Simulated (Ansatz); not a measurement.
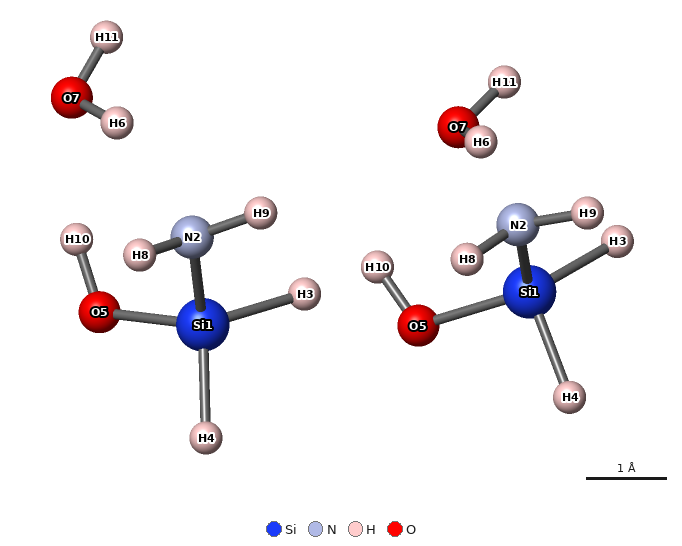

Two geometries of SiNH$_{7}$O$_{2}$ (started from a transition state, displaced along its imaginary mode), drawn at one scale. One is the start of a relaxation, the other its converged end. The picture is a ball-and-stick view, seen from a free direction.

The calculation used RKS PBE0-D4/def2-TZVP (Ansatz). Settings: force threshold 0.005 eV/Å; at most 200 steps.

Which of the two is the end point?

The left one is the relaxed one. The largest move after the best rigid fit is that of H11, 0.92 Å. Largest moves by element: H 0.92 Å, O 0.69 Å, Si 0.47 Å, N 0.28 Å. Near-neighbour distances that change, for instance: Si1–O7 2.277 → 3.337 Å, Si1–H6 2.102 → 2.791 Å, N2–H6 1.473 → 2.005 Å, Si1–N2 1.808 → 1.745 Å. Among the angles between lasting bonds that change: N2–Si1–H4 104.1° → 114.3°, H6–O7–H11 115.5° → 106.6°, N2–Si1–O5 116.8° → 109.3°. Groups turn about Si1–N2 by about 20°. The energy falls by 90.8 kJ/mol in 15 accepted moves (17 points after the start). Largest force component: 3.6 eV/Å at the start, 0.0041 eV/Å at the end. The line search rejected the trial steps at points 13, 16 of the run. The run took 32 s on 4 threads of Arm Neoverse V2, with other jobs on the host.
